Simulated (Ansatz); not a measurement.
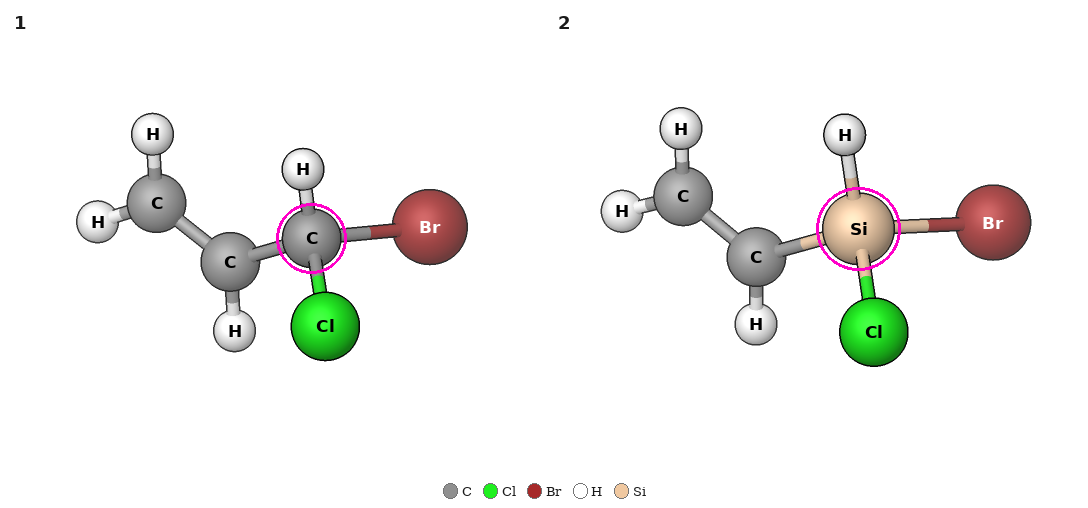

2 molecules with one skeleton, seen from the same side and at one scale; the atom that differs is circled. Each species is neutral and a spin singlet. Computed geometries: PBE0-D4/def2-TZVP optimisations, one conformation each. Properties computed with Ansatz 0.2.0.

One atom differs, called X below: C in panel 1, Si in panel 2. Their formulas are C3H4BrCl (`C=C[C@@H](Cl)Br`), C2H4BrClSi (`C=C[Si@@H](Cl)Br`).

### In which is the HOMO energy (Kohn–Sham orbital) higher (PBE0-D4/def2-TZVPP)?

In panel 1 (X = C).

### In which is the length of X–C larger (PBE0-D4/def2-TZVP)?

In panel 2 (X = Si).

Give the values. With PBE0-D4/def2-TZVP: length of X–Br (Å), length of X–C (Å), length of X–Cl (Å), length of X–H (Å), angle Br–X–H (°), dipole moment (D), harmonic zero-point energy (kJ/mol). With PBE0-D4/def2-TZVPP: HOMO energy (Kohn–Sham orbital) (eV), HOMO–LUMO gap (eV).

| quantity | 1 (C) | 2 (Si) | 2 − 1 |
| --- | --- | --- | --- |
| length of X–Br (Å) | 1.953 | 2.214 | +0.261 |
| length of X–C (Å) | 1.479 | 1.840 | +0.361 |
| length of X–Cl (Å) | 1.772 | 2.047 | +0.275 |
| length of X–H (Å) | 1.086 | 1.477 | +0.391 |
| angle Br–X–H (°) | 105.4 | 108.3 | +2.9 |
| HOMO energy (Kohn–Sham orbital) (eV) | −7.94 | −8.36 | −0.42 |
| HOMO–LUMO gap (eV) | 6.91 | 7.23 | +0.32 |
| dipole moment (D) | 2.05 | 2.25 | +0.20 |
| harmonic zero-point energy (kJ/mol) | 162.4 | 143.2 | −19.2 |
